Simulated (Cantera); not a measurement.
A closed system holds: 1 mol SiH₄, a varied amount of N₂O, 52 mol N₂, at 350 °C and 0.100 bar.

Method: chemical equilibrium by Gibbs-energy minimisation in Cantera with the NASA 1993 tables (ideal gas, pure condensed phases). Candidate condensed phases: H₂O, Si, SiO₂, Si₂N₂O, Si₃N₄; 35 gas species. The numbers say what is thermodynamically allowed, not how fast it happens.

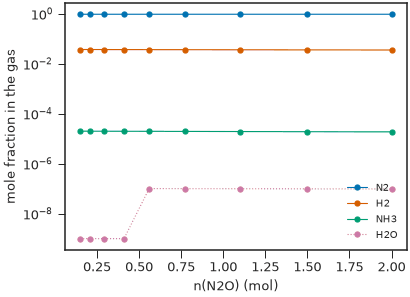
*Equilibrium gas composition (values under 1e-9 drawn at 1e-9)*

From 0.15 mol N₂O to 0.41 mol N₂O the condensed part is Si₂N₂O(s) + Si₃N₄(s). From 0.56 mol N₂O to 1.5 mol N₂O the condensed part is SiO₂(α-quartz) + Si₂N₂O(s). At 2 mol N₂O the condensed part is SiO₂(α-quartz).
